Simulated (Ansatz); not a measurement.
**As3H12In3 (In3As3 wurtzite hole sphere): density, localisation and related maps**

```csv
atom,x (Å),y (Å),z (Å)
As,-0.0040,-2.3099,-0.2260
In,-2.4896,-1.4324,0.4403
As,-2.0002,1.1579,-0.2256
In,2.4833,-1.4408,0.4457
As,2.0052,1.1520,-0.2180
In,0.0038,2.8709,0.4395
H,-0.0063,-3.7942,0.0707
H,-0.0032,-2.4611,-1.7320
H,-3.5840,-2.0622,-0.7325
H,-2.5672,-1.4766,2.1588
H,-2.1377,1.2372,-1.7308
H,-3.2831,1.9014,0.0785
H,3.5779,-2.0732,-0.7254
H,2.5565,-1.4878,2.1645
H,2.1502,1.2329,-1.7225
H,3.2889,1.8911,0.0934
H,0.0004,2.9642,2.1579
H,0.0089,4.1306,-0.7364
```

Geometry: r2SCAN-D4/def2-SVP; core potentials replace the inner electrons of In.

The calculation used Ansatz 0.2.0, RKS PBE0-D4/def2-TZVP.

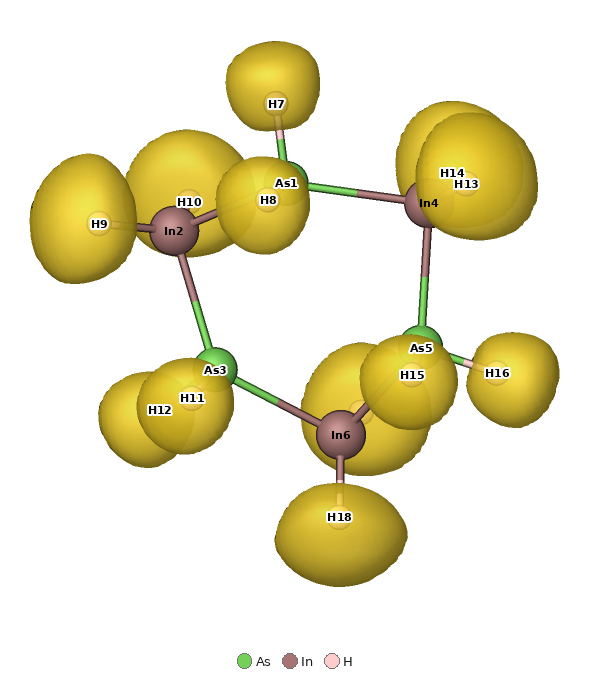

Figure 1. Isosurface of the ELF at 0.9 (yellow), seen at a tilt. Only the valence region is drawn (cores and ρ < 0.01 e/Å³ removed).

Identify the bonds, lone pairs and shells in this picture.

At this value the surface marks out twelve regions around hydrogen nuclei. Profiles from the grid: In–As (2.72 Å): the ELF peaks at about 0.85 between the atoms; a shared electron pair. As–H (1.51 Å): the ELF climbs to about 1 towards the hydrogen, as it does in any bond to H.

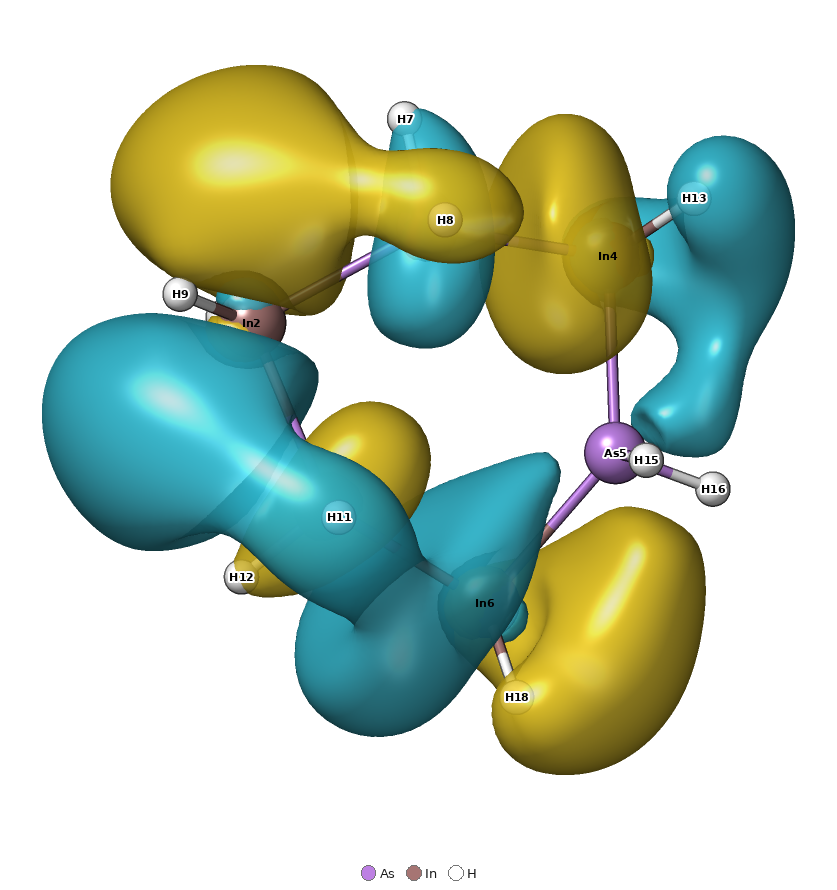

Figure 2. The LUMO at ±0.04 Å⁻³ᐟ² (yellow and cyan are the two phases), seen at a tilt.

What is the character of this orbital?

Its weight (Hirshfeld) is mainly on In2 (about 30 %), In4 (about 15 %), In6 (about 15 %), As1 (about 10 %), As3 (about 10 %) and As5 (about 10 %). It is one of a degenerate set, so its orientation is arbitrary. Its energy is −1.01 eV.

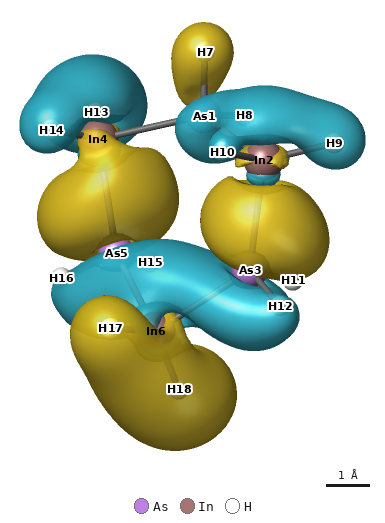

Figure 3. The HOMO at ±0.04 Å⁻³ᐟ² (yellow and cyan are the two phases), seen at an oblique angle.

Where does this orbital lie, and at what energy?

By Hirshfeld shares it lies mainly on As3 (about 20 %), As5 (about 20 %), In6 (about 15 %), In4 (about 10 %), In2 (about 10 %) and H18 (about 10 %). It is one of a degenerate set, so its orientation is arbitrary. Its energy is −7.33 eV.
